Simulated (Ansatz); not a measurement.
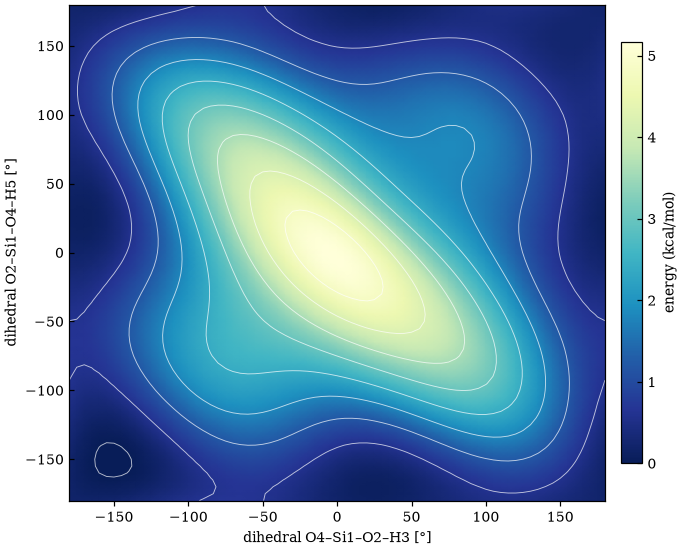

Si(OH)2Cl2. The first coordinate is: dihedral O4–Si1–O2–H3; the second: dihedral O2–Si1–O4–H5. Nothing is relaxed (all other coordinates rigid). The grid has 18 × 18 points; 188 points were computed and 136 follow by symmetry. Points are written as (first, second). All energies are given in kcal/mol relative to the lowest grid point. Computed with RKS BHLYP-D4/def2-SVP in Ansatz 0.2.0.

Drawn: a smooth colour map with a few white contour lines. Between grid points the surface is interpolated.

The lowest grid point is at (−160°, −160°). There is a further well near (−180°, 20°) (0.12 kcal/mol above the lowest at that grid point). The highest grid point, (0°, 0°), lies 5.17 kcal/mol above the lowest. Round the minimum the two coordinates are weakly coupled (coupling 0.11 in units of the two stiffnesses).

The level of theory is changed to Ansatz 0.2.0, RKS PBE0-D4/def2-SVP; with it change the reference geometry, relaxed at the new level.

> What does this change do to the map?

The lowest place stays at about (−150°, −150°). The span from the lowest to the highest grid point grows from 5.17 to 5.85 kcal/mol. The curvature at the minimum changes from about 0.091 to 0.1 eV/rad² along dihedral O4–Si1–O2–H3 and from about 0.091 to 0.1 eV/rad² along dihedral O2–Si1–O4–H5. Higher wells of the new map: (−180°, 20°), 0.37 kcal/mol up (that grid point lay 0.12 kcal/mol up before).

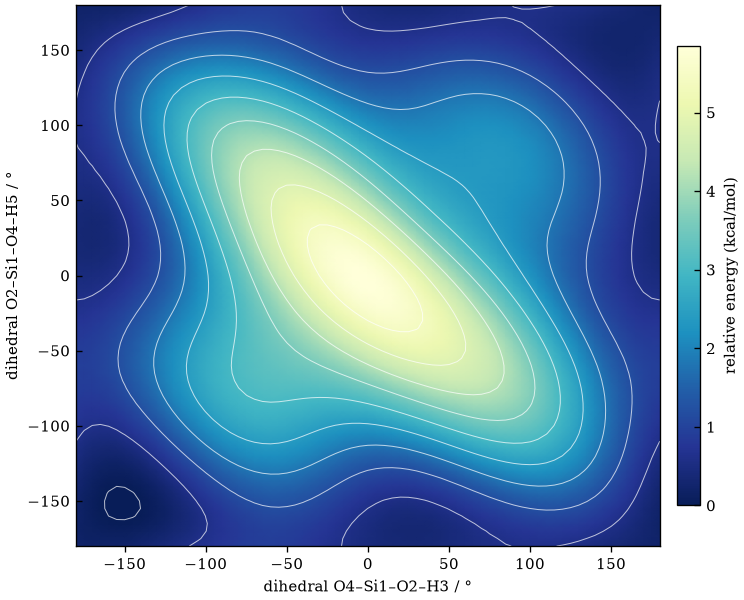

The map after the change, on a colour scale of its own. Drawn: a smooth colour map with a few white contour lines. Between grid points the surface is interpolated.
